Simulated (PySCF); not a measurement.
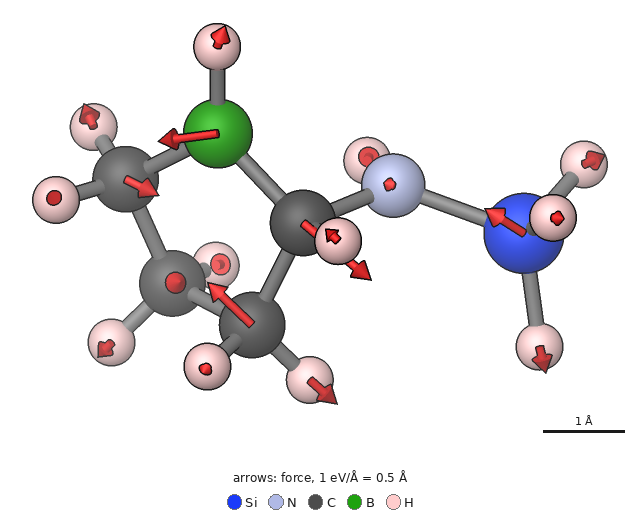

Starting geometry of C$_{4}$H$_{12}$BNSi with the computed forces as red arrows. The picture is a ball-and-stick view, seen at a tilt.

The start comes from GFN2-xTB. Its atoms were then displaced at random by about 0.01 Å.

All numbers below come from PBE0-D3(BJ)/def2-SVP geometry optimisation, gas phase (PySCF 2.14.0, density-fitted response routines). 

What follows when this structure is relaxed?

Answer. It isn't relaxed: the largest force vector, on a C atom, is 2.34 eV/Å. The final displacements have little in common with the starting forces (cosine between the two patterns −0.01). An H atom moves most after the best rigid fit: 1.19 Å. By element the largest moves are H 1.19 Å, B 0.75 Å, Si 0.73 Å, C 0.66 Å, N 0.56 Å. Among the contacts that change: B–Si 4.064 → 2.933 Å, B–N 2.391 → 1.652 Å, C–N 1.468 → 1.504 Å, N–Si 1.742 → 1.776 Å. Bond angles that change, for instance: N–C–B 105.0° → 64.9°, B–C–H 118.7° → 128.5°, C–C–H 109.4° → 117.9°. Groups turn about C–N by about 60°, N–Si by about 25°. Over 21 geometry steps the energy falls by 75.2 kJ/mol. Cost: 3.9 min on 1 thread of Arm Neoverse V2, on a shared host.
